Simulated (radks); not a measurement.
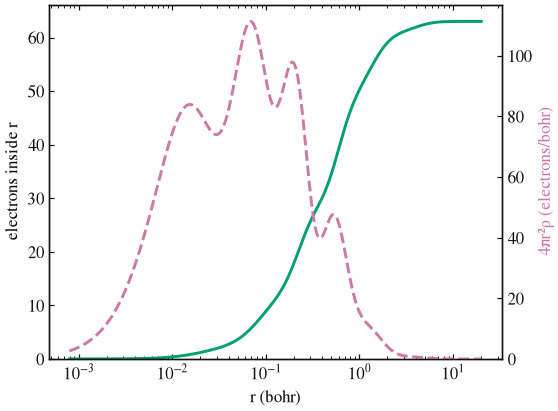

A free Eu atom; electrons: [Xe] 4f7 6s2. Computed with the in-house radial solver radks: scalar-relativistic Kohn-Sham, PBE, spin-unpolarised, spherical densities, point nucleus.

The plot shows the number of electrons inside radius r (solid) and the radial density 4πr²ρ (dashed).

### What does the plot show?

The count levels off at 63 electrons. Half of them lie within 0.435 bohr, 90 % within 1.59 bohr and 99 % within 4.84 bohr. The radial density has minima at 0.0296, 0.126 and 0.380 bohr, where the count stands at 1.9, 11.1 and 29.2; these part the shells that the density resolves.
